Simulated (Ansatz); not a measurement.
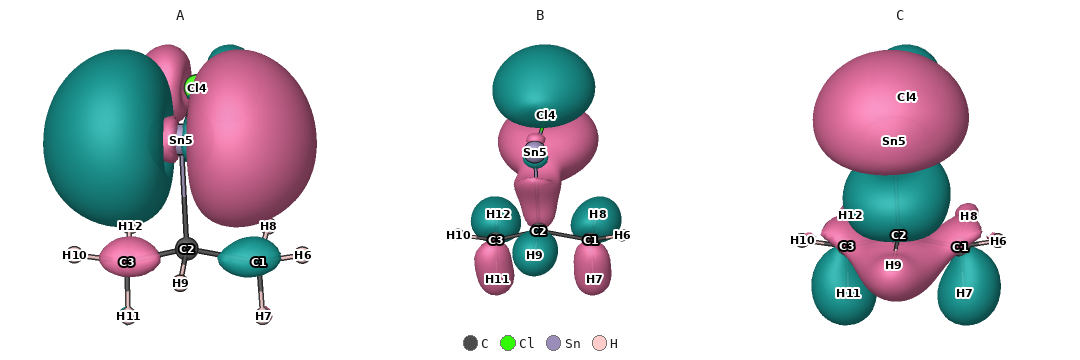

*C$_{3}$H$_{7}$ClSn (SMILES C[CH](C)[Sn][Cl]). Three frontier orbitals at ±0.08 Å⁻³ᐟ² (teal and pink are the two phases), in no order.*

Geometry: PBE0-D4/def2-SVP; core potentials replace the inner electrons of Sn.

These are results of Ansatz 0.2.0, isolated molecule in a Gaussian basis; Kohn-Sham density functional theory, functional PBE0, not measurements.

```yaml
atoms:
  - { symbol: C, position_ang: [-0.8014, 1.4451, -0.4701] }
  - { symbol: C, position_ang: [-0.5547, 0.0579, 0.1099] }
  - { symbol: C, position_ang: [-1.8458, -0.6263, 0.5420] }
  - { symbol: Cl, position_ang: [-0.6328, 1.5625, 3.1138] }
  - { symbol: Sn, position_ang: [0.8603, 0.1825, 1.8226] }
  - { symbol: H, position_ang: [0.1241, 1.9280, -0.8281] }
  - { symbol: H, position_ang: [-1.4913, 1.4001, -1.3327] }
  - { symbol: H, position_ang: [-1.2566, 2.1115, 0.2807] }
  - { symbol: H, position_ang: [-0.0387, -0.5691, -0.6411] }
  - { symbol: H, position_ang: [-1.6797, -1.6500, 0.9194] }
  - { symbol: H, position_ang: [-2.5553, -0.7091, -0.3018] }
  - { symbol: H, position_ang: [-2.3480, -0.0542, 1.3391] }
```

Question: Which picture is the HOMO−1, the HOMO and the LUMO?

Answer: B is the HOMO−1 (−8.62 eV). It lies mainly on Cl4 (about 75 %) and Sn5 (about 10 %); largely a lone pair of Cl4. C is the HOMO (−6.33 eV). It lies mainly on Sn5 (about 45 %), C2 (about 25 %) and Cl4 (about 10 %). A is the LUMO (−2.82 eV). By Hirshfeld shares it lies mainly on Sn5 (about 85 %) and Cl4 (about 10 %).

Question: What is the HOMO–LUMO gap?

Answer: 3.51 eV between the orbital energies.
